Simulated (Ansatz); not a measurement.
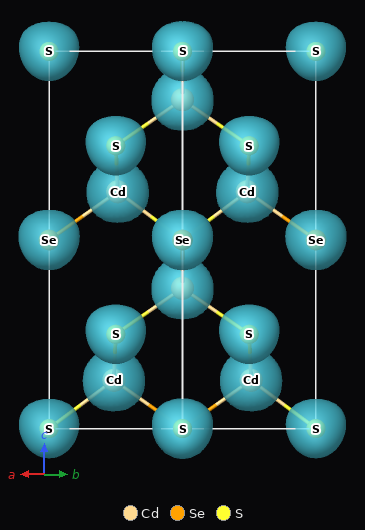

Figure 1: Cd4SeS3. Isosurface of the valence pseudo-density at 0.6 e/Å³ (cyan), seen along [110]. Sticks mark near contacts.

Space group I-42m; a structure generated by program, which may or may not match a known phase.

Computed with DFT PBE, scalar-relativistic, plane waves, PAW (Ansatz 0.2.0).

Core electrons are frozen (PAW), and the valence fields are smoothed inside the atomic spheres.

```xyz
16
Lattice="5.9942 0.0000 0.0000 0.0000 5.9942 0.0000 0.0000 0.0000 11.9800" Properties=species:S:1:pos:R:3 pbc="T T T"
Cd    1.4549    4.5393    1.5336
Cd    4.4520    1.5422    7.5236
Cd    4.5393    1.4549    1.5336
Cd    1.5422    4.4520    7.5236
Cd    1.4549    1.4549   10.4465
Cd    4.4520    4.4520    4.4565
Cd    1.5422    1.5422    4.4565
Cd    4.5393    4.5393   10.4465
Se    0.0000    0.0000    5.9900
Se    2.9971    2.9971    0.0000
S     0.0000    2.9971    2.9950
S     2.9971    0.0000    8.9850
S     2.9971    0.0000    2.9950
S     0.0000    2.9971    8.9850
S     0.0000    0.0000    0.0000
S     2.9971    2.9971    5.9900
```

### How is the density connected at this value?

At this value the density breaks into separate islands; it holds about 80 % of the electrons treated as valence (semicore included). It bridges none of the near contacts. It is pinched off along the sampled Cd–S (2.57 Å) and Cd–Se (2.67 Å) contacts. On the grid the lowest density along these lines, outside the cores, is 0.39 e/Å³ (Cd–S, 2.57 Å) and 0.36 e/Å³ (Cd–Se, 2.67 Å).
